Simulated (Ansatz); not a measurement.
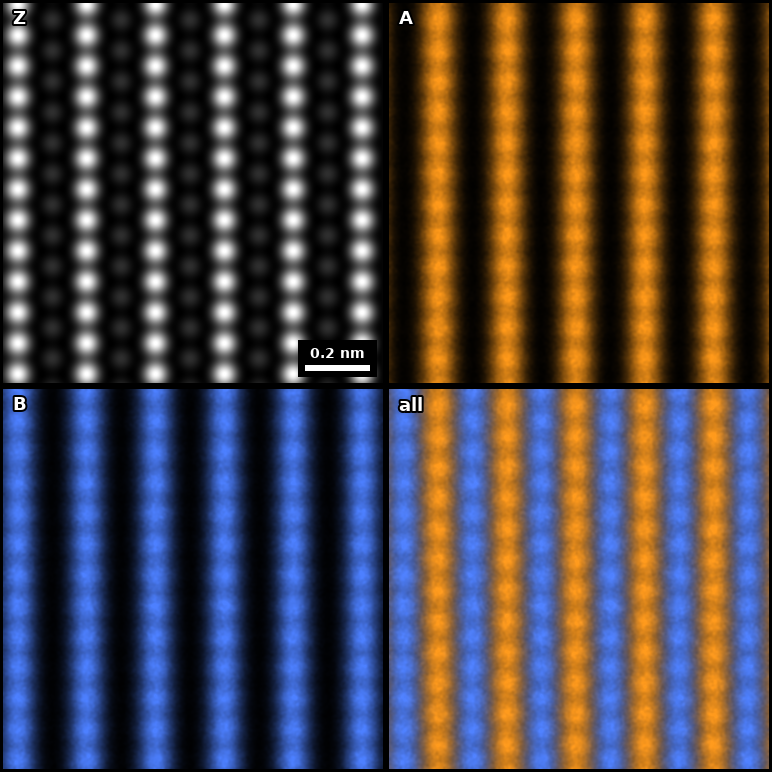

SiC (F-43m, No. 216) along [210]. Panel Z: Simulation: incoherent imaging, intensity Z^1.7 per atom, probe width 0.64 Å, thin sample. The other panels are simulated element maps (the number of atoms of one element along the beam, blurred by 0.9 Å, with counting noise; each on its own scale, no channelling); the last overlays them. Atomic positions: a calculation's input that goes back to an entry of the Crystallography Open Database (an earlier step may have relaxed or displaced it).

```
Si C
1.0
     4.34800    0.00000    0.00000
     0.00000    4.34800    0.00000
     0.00000    0.00000    4.34800
Si C
4 4
Direct
  0.00000 0.00000 0.00000
  0.00000 0.50000 0.50000
  0.50000 0.00000 0.50000
  0.50000 0.50000 0.00000
  0.25000 0.25000 0.25000
  0.25000 0.75000 0.75000
  0.75000 0.25000 0.75000
  0.75000 0.75000 0.25000
```

Q: Which element does each lettered map show?

A: C, B: Si. The projected cell (0.97 × 2.17 Å, 90°) holds 2 columns: 1 of Si and 1 of C. No column is shared by two of the mapped elements.
